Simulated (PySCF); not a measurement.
EPR calculation, with input and output: C4H5O2

C4H5O2, multiplicity 2, computed with UKS B3LYP, pcH-1 on C H O, non-relativistic, mean-field spin-orbit, GIAO (PySCF 2.14.0).

It belongs to a series of runs on one base structure; here: H removed from sp3 C.

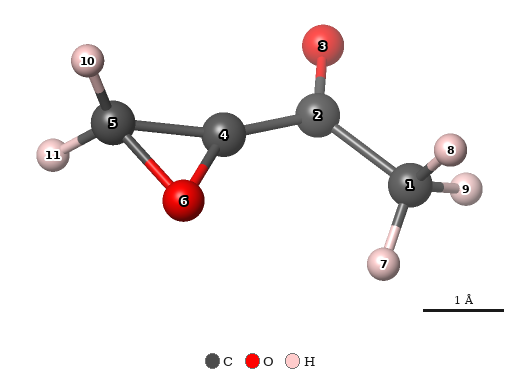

*The input geometry (ball-and-stick view, seen at a tilt; atoms are numbered from 1 in the order of the input).*

Bond lengths as drawn: C–C 1.40 to 1.51 Å, C–H 1.08 to 1.09 Å and C–O 1.23 to 1.44 Å.

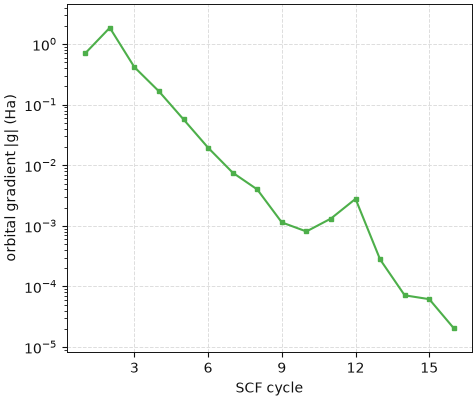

*Convergence of the self-consistent field: orbital gradient |g| against the SCF cycle.*

All cycles printed in the log are drawn one after another.

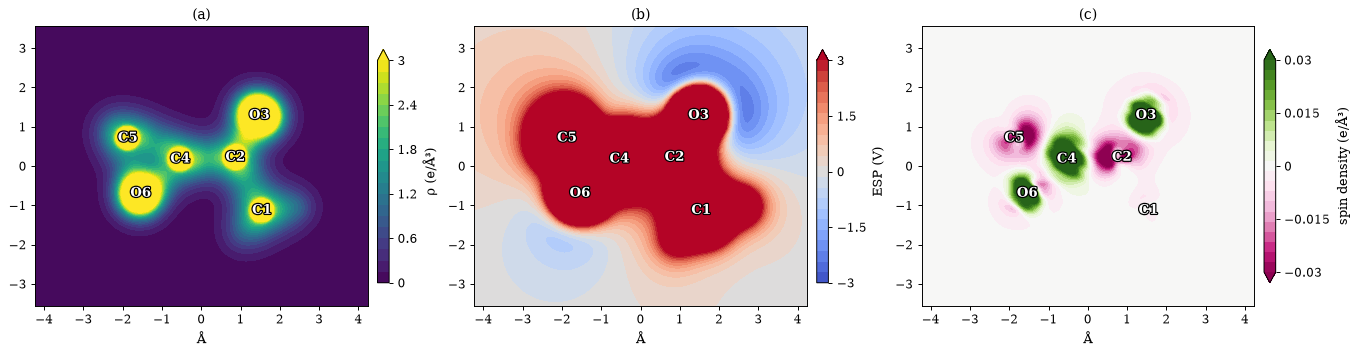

*(a) electron density; (b) molecular electrostatic potential; (c) spin density on the plane of atoms C1, C2 and O3.*

Atoms in the plane: C and O. C–O (1.23 Å): ρ is about 3.1 e/Å³ halfway. C–O (1.33 Å): ρ is about 2.4 e/Å³ halfway. The unpaired spin (1 electron) lies mostly on C4 (about 0.4), O3 (about 0.3) and O6 (about 0.2), in electrons by Hirshfeld's partition.

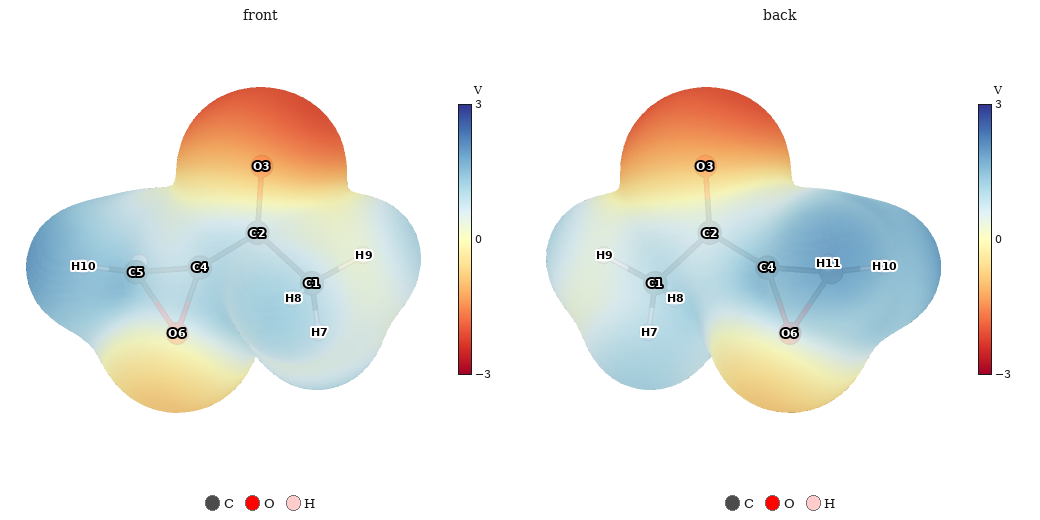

*The electrostatic potential painted on the density surface at 0.004 e/bohr³, seen at a tilt and from behind; red is negative and blue positive.*

The input and output of the run follow.

Input
```
{"job": {"kind": "epr", "basis": "pcH-1"}, "charge": 0, "multiplicity": 2}
C     -1.752958     0.377709     0.056546
C     -0.597861    -0.529748     0.418057
O     -0.727972    -1.571599     1.061394
C      0.659316    -0.087375    -0.021899
C      2.076694    -0.170516    -0.251184
O      1.215625     0.876772    -0.750526
H     -1.591222     0.848615    -0.909169
H     -1.841076     1.157948     0.811525
H     -2.672772    -0.200195     0.048321
H      2.770742     0.139328     0.520052
H      2.466908    -0.838268    -1.009081
```

The first line tells a small driver script what to run in PySCF; the rest is the geometry in Å.

Launch command:
```bash
OMP_NUM_THREADS=1 python <driver script> task.json out
```

Log
```
UKS, coarse grid
  cycle   1  E = -305.59948156  |g| = 7.03e-01
  cycle   2  E = -304.11969507  |g| = 1.86e+00
  cycle   3  E = -305.71543273  |g| = 4.17e-01
  cycle   4  E = -305.78455244  |g| = 1.66e-01
  cycle   5  E = -305.79318105  |g| = 5.72e-02
  cycle   6  E = -305.79464278  |g| = 1.95e-02
  cycle   7  E = -305.79487098  |g| = 7.56e-03
  cycle   8  E = -305.79492630  |g| = 3.99e-03
  cycle   9  E = -305.79493930  |g| = 1.14e-03
  cycle  10  E = -305.79494061  |g| = 8.08e-04
UKS, final grid
  cycle   1  E = -305.79494268  |g| = 1.32e-03
  cycle   2  E = -305.79494056  |g| = 2.79e-03
  cycle   3  E = -305.79494338  |g| = 2.79e-04
  cycle   4  E = -305.79494342  |g| = 7.14e-05
  cycle   5  E = -305.79494343  |g| = 6.17e-05
  cycle   6  E = -305.79494343  |g| = 2.04e-05
E = -305.79494343 Eh   <S^2> = 0.7612 (exact 0.7500)
g shifts (ppm)      1          2          3
  rmc          -245       -245       -245
  gc            -12         43         45
  oz_so         -16       3861       5138
  total        -273       3659       4938
hyperfine (MHz)  atom isotope    a_iso     a_fc   dipolar eigenvalues
    0   13C      -4.38      -4.38     -0.78     -0.31      1.09
    1   13C     -32.73     -32.73     -4.83     -0.62      5.45
    2   17O     -22.95     -22.95   -104.98     52.20     52.77
    3   13C      54.98      54.98    -54.41    -52.89    107.30
    4   13C     -14.91     -14.91     -4.02      0.30      3.72
    5   17O     -18.35     -18.35    -65.84     30.81     35.03
    6    1H       0.77       0.77     -3.07     -2.33      5.40
    7    1H       7.63       7.63     -2.55     -1.59      4.13
    8    1H       0.28       0.28     -2.21     -1.22      3.43
    9    1H       7.61       7.61     -4.73     -2.82      7.54
   10    1H       6.88       6.88     -4.81     -2.68      7.48
```

Results in brief

| quantity | value |
| --- | --- |
| outcome | converged |
| total energy | −305.794943 hartree |
| ⟨S²⟩ | 0.761 |
| isotropic g | 2.0051 |
| hardware | 1 CPU thread, shared host |
| wall time | 29 s |
| peak memory | 0.7 GiB |
